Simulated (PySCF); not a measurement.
F3Ge, SMILES [F][Ge]([F])[F], doublet at its B3LYP/def2-SVP optimised geometry (Å):

```
4

F      1.1133    -0.8338     0.0000
Ge    -0.6242    -0.8338     0.0000
F     -1.1133    -1.4929     1.5317
F     -1.1133     0.8338     0.0000
```

Computed with unrestricted B3LYP/def2-TZVP (PySCF).

Map of the log10 of the electron density (e/bohr³), floored at −4 on the plane z = 0.6 Å:

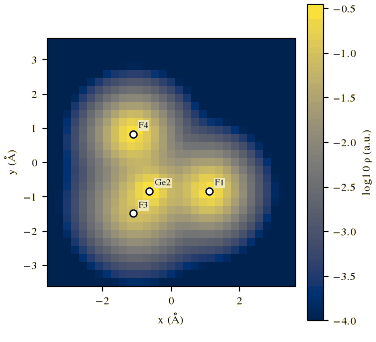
Figure: Log10 of the electron density (e/bohr³), floored at −4 on the plane z = 0.6 Å.
